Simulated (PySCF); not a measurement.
SMILES BCC(C)=O at its GFN2-xTB optimised geometry (Å):

```
12

B      0.9109    -1.2556     0.0000
C     -0.6655    -1.2556     0.0000
C     -1.1914     0.1630     0.0000
C     -1.2994     0.8062    -1.3595
O     -1.5030     0.7297     1.0162
H      1.5030    -1.8816     0.7874
H      1.4902    -0.6319    -0.8019
H     -1.0076    -1.7403    -0.9162
H     -1.0837    -1.7812     0.8576
H     -0.4253     0.5813    -1.9633
H     -2.1776     0.4066    -1.8646
H     -1.4186     1.8816    -1.2574
```

Level of theory: PBE0/def2-TZVP in PySCF. Cells within 0.4 Å of a nucleus heavier than hydrogen are left out (blank, or x).

Map of the HOMO amplitude (bohr^(-3/2)) on the plane z = 0.0 Å; orbital energy -7.28 eV, overall sign arbitrary:

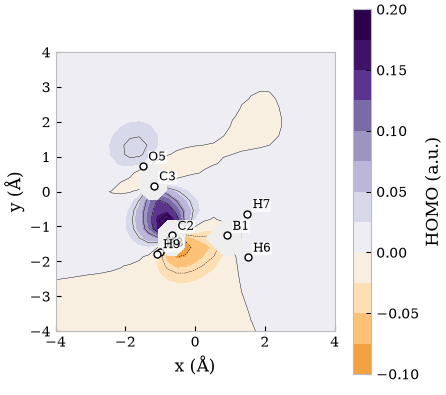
Figure. HOMO amplitude (bohr^(-3/2)) on the plane z = 0.0 Å.
